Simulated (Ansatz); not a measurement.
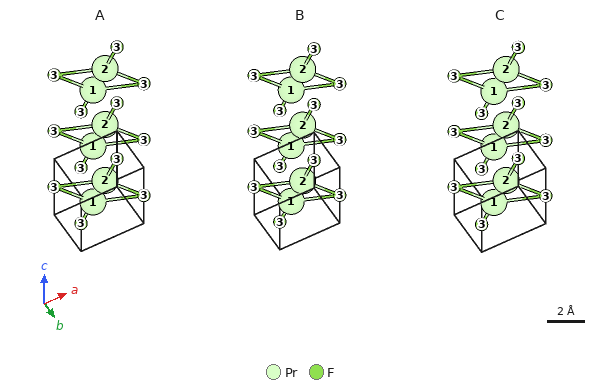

3 geometries from one relaxation of a crystal of Pr$_{2}$F (a generated structure, set up in P6/mmm) (coarse preliminary run), in shuffled order. Style: ball-and-stick. Shown: the cell of the calculation, repeated 1 × 1 × 3 with one cell outlined, from a free direction.

Level of theory: DFT PBE, scalar-relativistic, plane waves, PAW; 4f electrons in the core of a trivalent norm-conserving potential (Ansatz). Settings: plane-wave cutoff 660 eV; k-point mesh 6 × 6 × 6; occupations gaussian; smearing width 0.1 eV; no spin polarisation; cell and atoms relaxed; force threshold 0.04 eV/Å; at most 70 steps.

### Order the frames from highest to lowest energy.

B, A, C. They are steps 0, 1, 4, at +92.2 meV per atom, +9.5 meV per atom relative to the last. The energy falls by 92.2 meV per atom in 3 accepted moves (4 points after the start). All forces vanish by symmetry, so only the cell relaxes. Pressure: 6.77 GPa at the start and 0.03 GPa at the end. At 1 point the geometry stayed and the basis and grid were re-selected for the new cell (energy shift of 0.4 meV per atom at most each time). The atoms keep their places relative to the cell (all moves are under 0.005 Å). The drawn cell changes as follows: a = b 4.857 → 5.203 Å (+7.1 %), c 3.389 → 3.379 Å (−0.3 %); the volume changes by +14.4 %. Among the contacts that change: Pr1–F3 2.804 → 3.004 Å, Pr1–Pr2 2.804 → 3.004 Å, Pr1–Pr1 3.389 → 3.379 Å. The space group stays P6/mmm (No. 191).

Limits of the set-up: layers or molecules are held without a dispersion correction, so their spacing is unreliable.
